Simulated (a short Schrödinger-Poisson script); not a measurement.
System: MOS inversion layer, SiO2 on p-type GaAs, at 400 K.

| layer | material | thickness (nm) | Na (cm⁻³) |
|---|---|---|---|
| 1 | SiO2 | 0.8 | - |
| 2 | GaAs | 1200 | 1.6e17 |

Constants are typed, rounded textbook-type inputs, not results; the design itself was drawn at random and stands for no fabricated device. SiO2: permittivity 3.9, conduction-band edge (eV) 3.17, gap (eV) 9, electron mass (mₑ) 0.5. GaAs: permittivity 12.9, conduction-band edge (eV) 0, gap (eV) 1.424, Nv at 300 K (cm⁻³) 9e18.

Channel valleys (confinement mass, in-plane density-of-states mass, number): Γ 0.067, 0.067, 1. At the gate the conduction-band edge of layer 1 lies 3.39 eV − eVg above the Fermi level of the channel; the field vanishes at the back. Gaps are held at their typed values at every temperature. Mesh 0.03 nm at interfaces.

From a short Schrödinger-Poisson script (our own, NumPy): 1D Poisson equation in equilibrium, electrons quantum, Hartree (BenDaniel-Duke, 12 states a valley, the channel's in-plane mass for all, wave functions ending at the dielectric), parabolic valleys, classical holes, full ionisation, no traps, pinning or gate leakage.

Only gate voltages with over 1e8 electrons/cm² are shown.

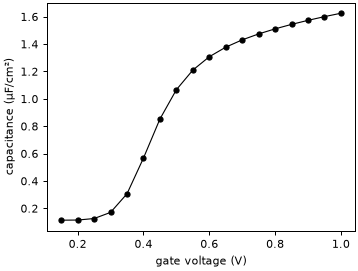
Quasi-static capacitance against gate voltage

```csv
Vg (V),electrons (cm⁻²),C (μF/cm²),Γ E0 (meV),Γ E1 (meV)
0.15,3.04e8,0.113,279.5,388.3
0.2,1.16e9,0.114,233.1,343.6
0.25,4.44e9,0.125,186.9,299.1
0.3,1.66e10,0.170,141.2,255.1
0.35,5.73e10,0.306,97.7,213.5
0.4,1.65e11,0.567,59.3,177.3
0.45,3.68e11,0.852,28.0,148.7
0.5,6.55e11,1.07,2.9,126.7
0.55,1.00e12,1.21,-18.3,108.9
0.6,1.39e12,1.31,-37.0,93.8
0.65,1.80e12,1.38,-54.3,80.2
0.7,2.23e12,1.43,-70.7,67.8
0.75,2.68e12,1.47,-86.4,56.3
0.8,3.14e12,1.51,-101.6,45.4
0.85,3.61e12,1.54,-116.5,35.1
0.9,4.09e12,1.57,-131.0,25.3
0.95,4.58e12,1.60,-145.3,16.0
1,5.08e12,1.62,-159.4,7.2
```

Subbands count from the Fermi level.

Above a few 1e12 electrons/cm² a light Γ valley is non-parabolic and upper valleys begin to fill, which the model leaves out.
